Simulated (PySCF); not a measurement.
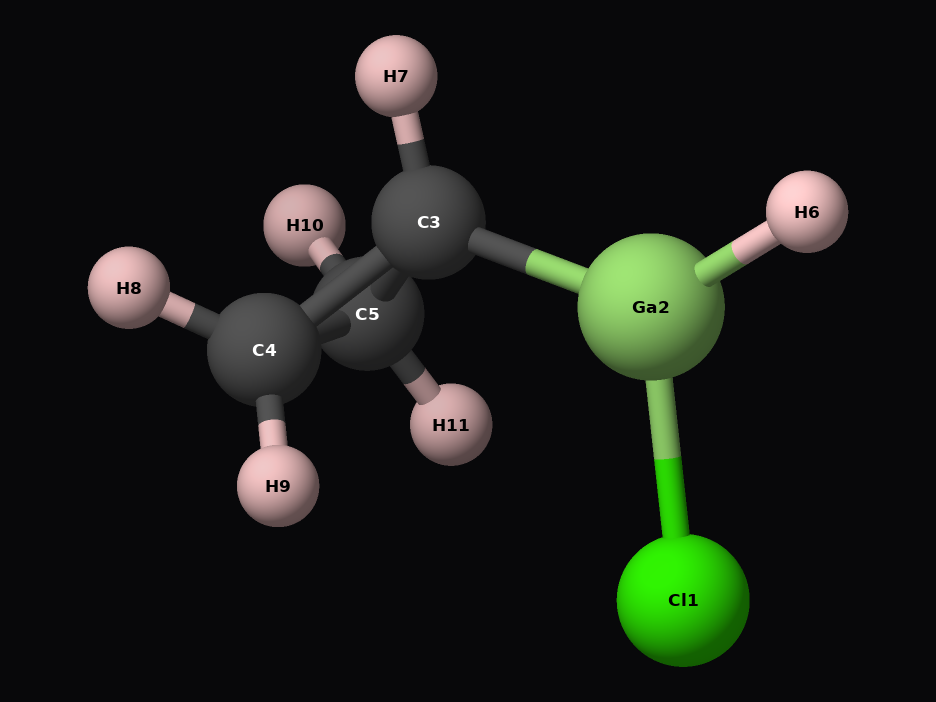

The computed structure is the end point of a PBE0-D3(BJ)/def2-SVP optimisation. No frequency run is at hand to confirm it as a minimum. Method: delta-SCF UKS PBE0, pcX-2 on the ionised atom, pcseg-1 elsewhere, spin-free X2C (PySCF 2.14.0).

Give the core-electron binding energies (to vacuum; p and d levels without spin–orbit splitting) of Cl1 1s, Cl1 2p, C3 1s, C4 1s.

```json
{"atom": "Cl1", "level": "1s", "binding energy (eV)": "2824.6"}
{"atom": "Cl1", "level": "2p", "binding energy (eV)": "205.1"}
{"atom": "C3", "level": "1s", "binding energy (eV)": "290.0"}
{"atom": "C4", "level": "1s", "binding energy (eV)": "290.4"}
```
